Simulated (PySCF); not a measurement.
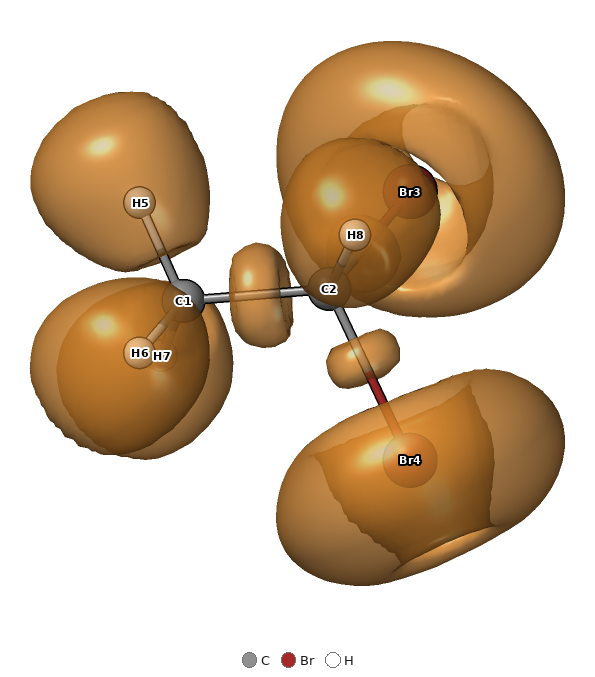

The picture shows: C2H4Br2. Isosurface of the electron localisation function at 0.75 (orange), seen at a tilt. Only the valence region is drawn (cores and ρ < 0.01 e/Å³ removed).

Geometry: PBE0-D3(BJ)/def2-SVP.

Computed with CAM-B3LYP/def2-SVPD, SCF density, gas phase (PySCF).

The calculation's input:

```
{"job": {"kind": "uv", "xc": "CAM-B3LYP", "basis": "def2-SVPD", "dynamic": true, "nstates": 6, "ntriplets": 0}, "charge": 0, "multiplicity": 1}
C     -0.823818     0.134055    -0.063006
C      0.652378    -0.043379     0.175486
Br     1.695170     0.964177    -1.116927
Br     1.144207    -1.921289     0.151732
H     -1.083170     1.201854    -0.007279
H     -1.391689    -0.412529     0.704966
H     -1.109277    -0.248351    -1.052741
H      0.971882     0.327780     1.155378
```

Launched as:

```sh
OMP_NUM_THREADS=1 python probes_run.py task.json out
```

Q: Identify the bonds, lone pairs and shells in this picture.

A: The surface consists of two regions between bonded Br–C atoms (shared pairs), one region between bonded C–C atoms (shared pairs), four regions around hydrogen nuclei and two rings or bowls of non-bonding electrons around Br. Along the contacts the grid gives the following. C–C (1.51 Å): the ELF peaks at about 0.95 between the atoms; a shared electron pair. C–Br (1.94 Å): the ELF peaks at about 0.90 between the atoms; a shared electron pair.
